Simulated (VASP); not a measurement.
# Re (Rhenium) with r2SCAN: from relaxation to properties, part 2 of 4

Wanted: the relaxed cell of Re (Rhenium) and its properties. Left out of this account: 1 further run (core levels: core levels are not valid at this level). The start is a cell from a database of measured crystal structures.

VASP 6.6.1, plane waves and PAW; the level of theory is named at each step.

So far. Step 2 (Full relaxation (r2SCAN)): It ends with forces that vanish by symmetry and a pressure of -0.03 GPa. The volume lies -0.1 % from that of the database's start, which holds the thermal and zero-point expansion of its experiment. Step 3 (Density, ELF and potential (r2SCAN)): In this run the pressure is -0.04 GPa, small enough to go on.

### Step 4. Band structure (r2SCAN)

Level of this step: r2SCAN; plane waves and PAW (Re) (VASP).

The mesh alone shows little of the dispersion and can miss band extrema, so KPOINTS_OPT adds a path through the symmetry points after the self-consistent cycle.

INCAR reads:

```
SYSTEM = Re
PREC = Accurate
ENCUT = 400
EDIFF = 1E-06
NELM = 100
ISMEAR = 1
SIGMA = 0.2
LREAL = .FALSE.
ALGO = Normal
METAGGA = R2SCAN
LASPH = .TRUE.
NBANDS = 19
LORBIT = 11
LWAVE = .FALSE.
LCHARG = .FALSE.
KPAR = 2
```

POSCAR reads:

```
Re
1.0
    2.7586891562      0.0000000000      0.0000000000
   -1.3793445781      2.3890948904      0.0000000000
    0.0000000000      0.0000000000      4.4599403156
Re
2
Direct
    0.3333333333      0.6666666667      0.2500000000
    0.6666666667      0.3333333333      0.7500000000
```

KPOINTS reads:

```
Automatic mesh
0
Gamma
8 8 5
0 0 0
```

KPOINTS_OPT reads:

```
Line mode
16
Line-mode
Reciprocal
  0.00000000   0.00000000   0.00000000 GAMMA
  0.50000000   0.00000000   0.00000000 M

  0.50000000   0.00000000   0.00000000 M
  0.33333333   0.33333333   0.00000000 K

  0.33333333   0.33333333   0.00000000 K
  0.00000000   0.00000000   0.00000000 GAMMA

  0.00000000   0.00000000   0.00000000 GAMMA
  0.00000000   0.00000000   0.50000000 A

  0.00000000   0.00000000   0.50000000 A
  0.50000000   0.00000000   0.50000000 L

  0.50000000   0.00000000   0.50000000 L
  0.33333333   0.33333333   0.50000000 H

  0.33333333   0.33333333   0.50000000 H
  0.00000000   0.00000000   0.50000000 A

  0.50000000   0.00000000   0.50000000 L
  0.50000000   0.00000000   0.00000000 M

  0.33333333   0.33333333   0.00000000 K
  0.33333333   0.33333333   0.50000000 H
```

Potentials, in the order of the species: Re (PBE family, release 64).

Launch:

```console
mpirun -np 2 vasp_std
```

Output:

```text
[banner, memory and clock lines left out]
running    2 mpi-ranks, on    1 nodes
 distrk:  each k-point on    1 cores,    2 groups
 distr:  one band on    1 cores,    1 groups

 POSCAR found type information on POSCAR Re
 POSCAR found :  1 types and       2 ions
 [... a notice as in an earlier step ...]

 LDA part: xc-table for (None), standard interpolation
 POSCAR, INCAR and KPOINTS ok, starting setup
 FFT: planning ... GRIDC
 FFT: planning ... GRID_SOFT
 FFT: planning ... GRID
 WAVECAR not read
 entering main loop
       N       E                     dE             d eps       ncg     rms          rms(c)
DAV:   1    -0.602771136113E+02   -0.60277E+02   -0.60872E+03  2280   0.868E+02
DAV:   2    -0.105108133365E+03   -0.44831E+02   -0.38446E+02  2045   0.269E+02
DAV:   3    -0.106118728468E+03   -0.10106E+01   -0.10001E+01  1949   0.397E+01
DAV:   4    -0.106127158079E+03   -0.84296E-02   -0.84267E-02  1994   0.200E+00
DAV:   5    -0.106127277818E+03   -0.11974E-03   -0.11973E-03  1908   0.505E-01    0.358E+01
DAV:   6    -0.105146908243E+03    0.98037E+00   -0.23392E-01  2005   0.910E+00    0.181E+01
DAV:   7    -0.104905513924E+03    0.24139E+00   -0.34622E-01  1959   0.156E+01    0.274E+00
DAV:   8    -0.104906850769E+03   -0.13368E-02   -0.82798E-03  2008   0.163E+00    0.313E-01
DAV:   9    -0.104903322408E+03    0.35284E-02   -0.22430E-03  2184   0.634E-01    0.195E-01
DAV:  10    -0.104903354182E+03   -0.31774E-04   -0.12481E-04  1992   0.189E-01    0.125E-01
DAV:  11    -0.104903359739E+03   -0.55575E-05   -0.17331E-05  2104   0.928E-02    0.125E-02
DAV:  12    -0.104903360360E+03   -0.62069E-06   -0.16828E-07   820   0.175E-02
   1 F= -.10490336E+03 E0= -.10490360E+03  d E =0.724730E-03
 Start KPOINTS_OPT (optional k-point list driver)
k-point batch [1-30\144]
       N       E                     dE             ncg
DAV:   1     0.313542688715E+04   -0.91810E+04     2280
DAV:   2     0.185727455597E+04   -0.12782E+04     2012
DAV:   3     0.182803596522E+04   -0.29239E+02     1920
DAV:   4     0.182772832920E+04   -0.30764E+00     1945
DAV:   5     0.182772320337E+04   -0.51258E-02     1854
DAV:   6     0.182772298557E+04   -0.21780E-03     1811
DAV:   7     0.182772297487E+04   -0.10698E-04     1687
DAV:   8     0.182772297449E+04   -0.38614E-06     1027
[...]
k-point batch [121-144\144]
       N       E                     dE             ncg
DAV:   1     0.601863632810E+04   -0.11504E+05     1818
DAV:   2     0.502138813323E+04   -0.99725E+03     1551
DAV:   3     0.499371544642E+04   -0.27673E+02     1506
DAV:   4     0.499341689195E+04   -0.29855E+00     1535
DAV:   5     0.499341164301E+04   -0.52489E-02     1444
DAV:   6     0.499341139496E+04   -0.24805E-03     1470
DAV:   7     0.499341138213E+04   -0.12826E-04     1276
DAV:   8     0.499341138170E+04   -0.43123E-06      748
```

Run time: 2 min. Hardware: 2 MPI ranks of AMD EPYC 7R43, shared host; peak memory 0.22 GiB; 3.9 min of CPU time.

Parts of OUTCAR (step 4):

```text
 Found     30 irreducible k-points:

   k-points           NKPTS =     30   k-points in BZ     NKDIM =     30   number of bands    NBANDS=     19

   NELECT =      14.0000    total number of electrons

 E-fermi :   7.6538

 k-point     1 :       0.0000    0.0000    0.0000
  band No.  band energies     occupation
    ...
      3       6.0466      2.00000
      4       6.0698      2.00000
      5       6.0698      2.00000
      6       6.9315      2.00000
      7       6.9315      2.00000
      8       7.9307     -0.06463
      9       7.9307     -0.06463
     10       8.2425     -0.00026
     11      11.2266     -0.00000
     12      11.2266     -0.00000
    ...

 k-point     2 :       0.1250    0.0000    0.0000
  band No.  band energies     occupation
    ...
      6       6.6749      2.00000
      7       6.9216      2.00000
      8       7.4720      2.02587
      9       7.5008      1.96095
     10       7.6837      0.74944
     11      11.5184     -0.00000
     12      13.3946      0.00000
     13      18.1833      0.00000
     14      23.8916      0.00000
     15      25.6794      0.00000
    ...

  Total       -0.0093173     -0.0093173     -0.0007315      0.0000000      0.0000000      0.0000000
  in kB       -0.5078482     -0.5078482     -0.0398693      0.0000000      0.0000000      0.0000000
  external PRESSURE =      -0.3518552 kB  Pullay stress =       0.0000000 kB

 POSITION                                       TOTAL-FORCE (eV/Angst)
 -----------------------------------------------------------------------------------
     -0.00000      1.59273      1.11499        -0.000000      0.000000      0.000000
      1.37934      0.79636      3.34496         0.000000      0.000000      0.000000
 -----------------------------------------------------------------------------------
    total drift:                                0.000000     -0.000000     -0.000000

  FREE ENERGIE OF THE ION-ELECTRON SYSTEM (eV)
  ---------------------------------------------------
  free  energy   TOTEN  =      -104.9033603602 eV

  energy  without entropy=     -104.9040850900  energy(sigma->0) =     -104.90360194

[... 9 parts as in an earlier step ...]

[... 5 further parts left out ...]
```

Spin-orbit coupling is off here; with elements this heavy it splits and shifts levels by tenths of an eV or more.

This step gave:

```
bands    : 19
pressure : -0.03519 GPa
```

The electronic bands at the labelled points (eV, zero at the Fermi level; # counts the bands kept):

| point | #4 | #5 | #6 | #7 | #8 | #9 | #10 | #11 |
| --- | --- | --- | --- | --- | --- | --- | --- | --- |
| Γ | -1.58 | -1.58 | -0.72 | -0.72 | 0.28 | 0.28 | 0.59 | 3.57 |
| M | -1.93 | -1.82 | -1.41 | -0.59 | 4.17 | 4.59 | 4.72 | 6.33 |
| K | -3.53 | -2.18 | -2.18 | -0.02 | 3.21 | 3.21 | 3.69 | 7.08 |
| Γ | -1.58 | -1.58 | -0.72 | -0.72 | 0.28 | 0.28 | 0.59 | 3.57 |
| A | -2.46 | -1.72 | -1.72 | -1.72 | -1.72 | 2.71 | 2.71 | 2.71 |
| L | -4.24 | 0.49 | 0.49 | 0.95 | 0.95 | 4.49 | 4.49 | 5.00 |
| H | -3.88 | -2.25 | -2.25 | 0.12 | 0.12 | 3.56 | 3.56 | 9.99 |
| A | -2.46 | -1.72 | -1.72 | -1.72 | -1.72 | 2.71 | 2.71 | 2.71 |
| jump to L | -4.24 | 0.49 | 0.49 | 0.95 | 0.95 | 4.49 | 4.49 | 5.00 |
| M | -1.93 | -1.82 | -1.41 | -0.59 | 4.17 | 4.59 | 4.72 | 6.33 |
| jump to K | -3.53 | -2.18 | -2.18 | -0.02 | 3.21 | 3.21 | 3.69 | 7.08 |
| H | -3.88 | -2.25 | -2.25 | 0.12 | 0.12 | 3.56 | 3.56 | 9.99 |

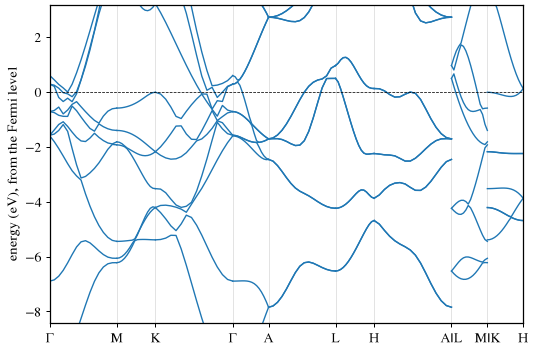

Electronic bands along the path.

There is no gap at this level.

### Step 5. Total and projected DOS (r2SCAN)

Here the states are counted by energy and projected on the atoms. The mesh is finer than in the run before.

INCAR: that of step 4 with these lines changed.

```diff
@@ -5,3 +5,3 @@
 NELM = 100
-ISMEAR = 1
+ISMEAR = -5
 SIGMA = 0.2
@@ -16 +16,2 @@
 KPAR = 2
+NEDOS = 2001
```

POSCAR is that of step 4.

KPOINTS reads:

```
Automatic mesh
0
Gamma
12 12 7
0 0 0
```

Launch:

```console
mpirun -np 2 vasp_std
```

Output:

```text
[... set-up lines as in an earlier step ...]
 entering main loop
       N       E                     dE             d eps       ncg     rms          rms(c)
DAV:   1    -0.614763062940E+02   -0.61476E+02   -0.59136E+03  5770   0.845E+02
DAV:   2    -0.105145319091E+03   -0.43669E+02   -0.37532E+02  5087   0.258E+02
DAV:   3    -0.106107470132E+03   -0.96215E+00   -0.95186E+00  4925   0.394E+01
DAV:   4    -0.106116404274E+03   -0.89341E-02   -0.89332E-02  5030   0.206E+00
DAV:   5    -0.106116518109E+03   -0.11383E-03   -0.11394E-03  4772   0.493E-01    0.358E+01
DAV:   6    -0.105143395336E+03    0.97312E+00   -0.23409E-01  5073   0.907E+00    0.182E+01
DAV:   7    -0.104903842995E+03    0.23955E+00   -0.34824E-01  4872   0.156E+01    0.275E+00
DAV:   8    -0.104904930398E+03   -0.10874E-02   -0.67080E-03  5221   0.126E+00    0.841E-01
DAV:   9    -0.104901591484E+03    0.33389E-02   -0.24103E-03  5504   0.538E-01    0.375E-01
DAV:  10    -0.104901564907E+03    0.26577E-04   -0.18520E-04  5072   0.251E-01    0.115E-01
DAV:  11    -0.104901587049E+03   -0.22142E-04   -0.10585E-05  5200   0.619E-02    0.421E-02
DAV:  12    -0.104901590887E+03   -0.38383E-05   -0.40735E-07  2001   0.314E-02    0.443E-03
DAV:  13    -0.104901590196E+03    0.69127E-06   -0.48990E-07  2113   0.990E-03
   1 F= -.10490159E+03 E0= -.10490159E+03  d E =0.000000E+00
 -----------------------------------------------------------------------------
|                                                                             |
|           W    W    AA    RRRRR   N    N  II  N    N   GGGG   !!!           |
|           W    W   A  A   R    R  NN   N  II  NN   N  G    G  !!!           |
|           W    W  A    A  R    R  N N  N  II  N N  N  G       !!!           |
|           W WW W  AAAAAA  RRRRR   N  N N  II  N  N N  G  GGG   !            |
|           WW  WW  A    A  R   R   N   NN  II  N   NN  G    G                |
|           W    W  A    A  R    R  N    N  II  N    N   GGGG   !!!           |
|                                                                             |
|     Tetrahedron method does not include variations of the Fermi             |
|     occupations, so forces and stress will be inaccurate. We suggest        |
|     using a different smearing scheme ISMEAR = 1 or 2 for metals in         |
|     relaxations.                                                            |
|                                                                             |
 -----------------------------------------------------------------------------
```

Wall time 1.9 min (2 MPI ranks); peak memory 0.21 GiB.

From OUTCAR (step 5):

```text
   k-points           NKPTS =     76   k-points in BZ     NKDIM =     76   number of bands    NBANDS=     19

   NELECT =      14.0000    total number of electrons

 E-fermi :   7.6562

 k-point     1 :       0.0000    0.0000    0.0000
  band No.  band energies     occupation
    ...
      4       6.0712      2.00000
      5       6.0712      2.00000
      6       6.9329      2.00000
      7       6.9329      2.00000
      8       7.9248      1.25357
      9       7.9248      0.00000
     10       8.2396      0.00000
     11      11.2209      0.00000
     12      11.2209      0.00000
     13      18.2538      0.00000
    ...

  Total        0.0285877      0.0285877      0.0366678      0.0000000      0.0000000      0.0000000
  in kB        1.5582031      1.5582031      1.9986182      0.0000000      0.0000000      0.0000000
  external PRESSURE =       1.7050081 kB  Pullay stress =       0.0000000 kB

 POSITION                                       TOTAL-FORCE (eV/Angst)
 -----------------------------------------------------------------------------------
     -0.00000      1.59273      1.11499         0.000000     -0.000000      0.000000
      1.37934      0.79636      3.34496        -0.000000      0.000000      0.000000
 -----------------------------------------------------------------------------------
    total drift:                                0.000000     -0.000000     -0.000000

  FREE ENERGIE OF THE ION-ELECTRON SYSTEM (eV)
  ---------------------------------------------------
  free  energy   TOTEN  =      -104.9015901956 eV

  energy  without entropy=     -104.9015901956  energy(sigma->0) =     -104.90159020

[... 7 parts as in an earlier step ...]

[... 9 further parts left out ...]
```

With tetrahedra the forces and stress of a metal are not exact derivatives of the energy.

Numbers from this step:

| Item | Value |
| --- | --- |
| SCF cycles | 13 |
| irreducible k-points | 76 |
| free energy (TOTEN) | -104.9016 eV |
| Fermi energy | 7.656 eV |
| pressure | 0.1705 GPa |
| DOS at the Fermi level | 1.074 states/eV/cell |

The density of states has structure finer than the step of the table below, so its rows give means over 1 eV, whole bins alone (the curve runs from -12.0 to 7.92 eV). Peaks (eV: height): total -3.4: 3.05, -2.3: 3.56, -0.7: 3.43, 4.1: 2.80; Re d -3.4: 2.24, -2.3: 2.83, -0.7: 2.64, 4.1: 2.58; Re p -4.4: 0.246, -3.4: 0.346, -2.3: 0.321, -0.7: 0.409; Re s -6.6: 0.488.

States under -12.0 eV and over 7.9 eV are left out. Density of states against energy, zero at the Fermi level; means over each step; values in states/eV/cell:

| energy (eV) | total | Re d | Re p | Re s |
| --- | --- | --- | --- | --- |
| -11 | 0 | 0 | 0 | 0 |
| -10 | 0.0390 | 6.5e-5 | 0.00125 | 0.0293 |
| -9 | 0.128 | 0.00264 | 0.00898 | 0.0890 |
| -8 | 0.229 | 0.0157 | 0.0247 | 0.141 |
| -7 | 0.697 | 0.244 | 0.0597 | 0.273 |
| -6 | 1.61 | 0.915 | 0.108 | 0.340 |
| -5 | 1.65 | 1.14 | 0.131 | 0.153 |
| -4 | 1.91 | 1.42 | 0.193 | 0.0559 |
| -3 | 1.56 | 1.14 | 0.184 | 0.0367 |
| -2 | 2.55 | 1.99 | 0.247 | 0.0466 |
| -1 | 2.64 | 2.04 | 0.300 | 0.0468 |
| 0 | 1.55 | 1.18 | 0.192 | 0.0190 |
| 1 | 1.19 | 1.00 | 0.0789 | 0.00780 |
| 2 | 1.15 | 1.03 | 0.0386 | 0.00868 |
| 3 | 1.68 | 1.52 | 0.0470 | 0.0154 |
| 4 | 2.49 | 2.28 | 0.0625 | 0.0248 |
| 5 | 0.742 | 0.599 | 0.0703 | 0.0282 |
| 6 | 0.597 | 0.406 | 0.104 | 0.0395 |
| 7 | 0.547 | 0.302 | 0.123 | 0.0632 |

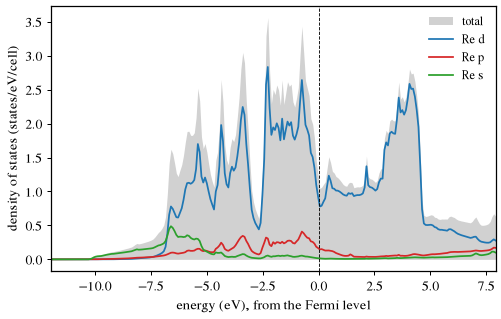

Density of states against energy.

The finer mesh and the other smearing move the Fermi level by +0.00 eV from the 8×8×5 run, a small shift, which tests the Fermi level alone. Of the states within 0.3 eV of the Fermi level, the largest shares in the PAW spheres are Re d 76 % and Re p 13 %. The rest lies in smaller channels or between the spheres.

### Step 6. Volume scan with r2SCAN

An equation of state needs energies on both sides of the minimum, all on one mesh and cutoff.

INCAR reads:

```
SYSTEM = Re
PREC = Accurate
ENCUT = 400
EDIFF = 1E-06
NELM = 100
ISMEAR = 1
SIGMA = 0.2
LREAL = .FALSE.
ALGO = Normal
METAGGA = R2SCAN
LASPH = .TRUE.
NBANDS = 13
LORBIT = 11
LWAVE = .FALSE.
LCHARG = .FALSE.
KPAR = 2
ISIF = 2
```

POSCAR reads:

```
Re
1.0
    2.7023735757      0.0000000000      0.0000000000
   -1.3511867878      2.3403241670      0.0000000000
    0.0000000000      0.0000000000      4.3688955789
Re
2
Direct
    0.3333333333      0.6666666667      0.2500000000
    0.6666666667      0.3333333333      0.7500000000
```

KPOINTS reads:

```
Automatic mesh
0
Gamma
8 8 5
0 0 0
```

Launch:

```console
mpirun -np 2 vasp_std
```

Output:

```text
[... set-up lines as in an earlier step ...]
 entering main loop
       N       E                     dE             d eps       ncg     rms          rms(c)
DAV:   1    -0.639085402424E+02   -0.63909E+02   -0.63732E+03  1560   0.127E+03
DAV:   2    -0.104678783201E+03   -0.40770E+02   -0.36180E+02  1271   0.295E+02
DAV:   3    -0.105791991885E+03   -0.11132E+01   -0.10610E+01  1349   0.487E+01
DAV:   4    -0.105805858245E+03   -0.13866E-01   -0.13451E-01  1226   0.365E+00
DAV:   5    -0.105806164332E+03   -0.30609E-03   -0.30600E-03  1319   0.831E-01    0.407E+01
DAV:   6    -0.105007052791E+03    0.79911E+00   -0.24393E-01  1438   0.918E+00    0.223E+01
DAV:   7    -0.104758083320E+03    0.24897E+00   -0.45935E-01  1364   0.191E+01    0.276E+00
DAV:   8    -0.104758730992E+03   -0.64767E-03   -0.65784E-03  1360   0.167E+00    0.832E-01
DAV:   9    -0.104756904092E+03    0.18269E-02   -0.16502E-03  1267   0.486E-01    0.173E-01
DAV:  10    -0.104756932937E+03   -0.28845E-04   -0.12314E-04  1350   0.215E-01    0.139E-01
DAV:  11    -0.104756937971E+03   -0.50338E-05   -0.10646E-05  1320   0.364E-02    0.440E-02
DAV:  12    -0.104756939204E+03   -0.12335E-05   -0.41554E-07   710   0.337E-02    0.460E-03
DAV:  13    -0.104756939262E+03   -0.57598E-07   -0.11938E-06   693   0.136E-02
   1 F= -.10475694E+03 E0= -.10475787E+03  d E =0.280134E-02
```

It took 38 s on 2 MPI ranks; peak memory 0.2 GiB; 73 s of CPU time.

From OUTCAR (step 6):

```text
   ENCUT  =  400.0 eV  29.40 Ry    5.42 a.u.   4.41  4.41  7.12*2*pi/ulx,y,z

   NELECT =      14.0000    total number of electrons

 E-fermi :   8.4560

 k-point     1 :       0.0000    0.0000    0.0000
  band No.  band energies     occupation
    ...
      3       6.6574      2.00000
      4       6.6737      2.00000
      5       6.6737      2.00000
      6       7.6264      2.00000
      7       7.6264      2.00000
      8       8.7150     -0.06954
      9       8.7150     -0.06954
     10       9.1883     -0.00000
     11      12.3111     -0.00000
     12      12.3111     -0.00000
    ...

  Total        4.7711355      4.7711355      4.9267559      0.0000000      0.0000000      0.0000000
  in kB      276.6554709    276.6554709    285.6791608      0.0000000      0.0000000      0.0000000
  external PRESSURE =     279.6633675 kB  Pullay stress =       0.0000000 kB

 POSITION                                       TOTAL-FORCE (eV/Angst)
 -----------------------------------------------------------------------------------
     -0.00000      1.56022      1.09222         0.000000     -0.000000      0.000000
      1.35119      0.78011      3.27667        -0.000000      0.000000      0.000000
 -----------------------------------------------------------------------------------
    total drift:                               -0.000000      0.000000     -0.000000

  FREE ENERGIE OF THE ION-ELECTRON SYSTEM (eV)
  ---------------------------------------------------
  free  energy   TOTEN  =      -104.7569392620 eV

  energy  without entropy=     -104.7597406058  energy(sigma->0) =     -104.75787304

[... 4 parts as in an earlier step ...]

[... 12 further parts left out ...]
```

The scan keeps the cell's shape and the fractional positions fixed.

Numbers from this step:

```yaml
bands: 13
irreducible_k_points: 30
free_energy_toten: -104.7569 eV
energy_at_zero_smearing: -104.7579 eV
fermi_energy: 8.456 eV
pressure: 27.97 GPa
```

The pressure here is 27.97 GPa.

[end of part 2 of 4]

[Lines on the potential files, build, host, timing and source positions are cut from VASP's logs without a mark.]

[Logs are printed without paths, hosts, clocks, repeated set-up lines and the standing remarks that a program may print on its own settings, such as how far it seeks lower states.]

[Hosts, paths, dates, database ids (printed as entryN), source tags and the programs' standing remarks are cut or masked in the printed files.]

[A measured line is paired with the nearest computed mode of its activity, which favours agreement.]
